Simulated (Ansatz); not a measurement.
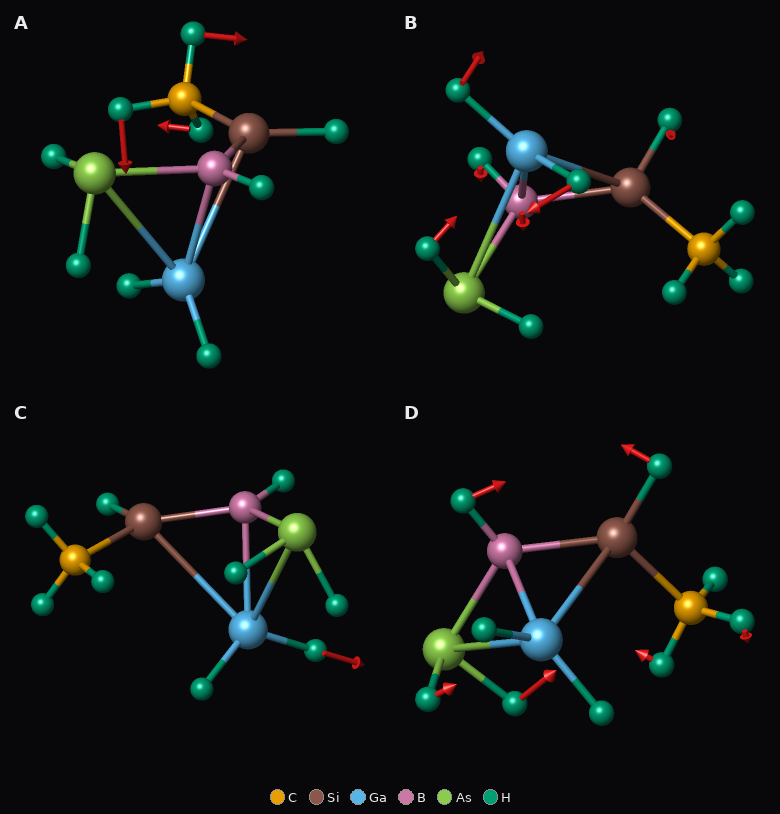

4 normal modes of one molecule or complex, as arrows. Harmonic vibrations computed with RKS PBE0-D4/def2-TZVP (Ansatz 0.2.0) at a stationary point of the same level.

> Match the panels to the wavenumbers 322 cm⁻¹, 640 cm⁻¹, 1439 cm⁻¹, 1978 cm⁻¹.

A: 1439 cm⁻¹, H–C–H bending
B: 322 cm⁻¹
C: 1978 cm⁻¹, Ga–H stretching
D: 640 cm⁻¹, angle bending
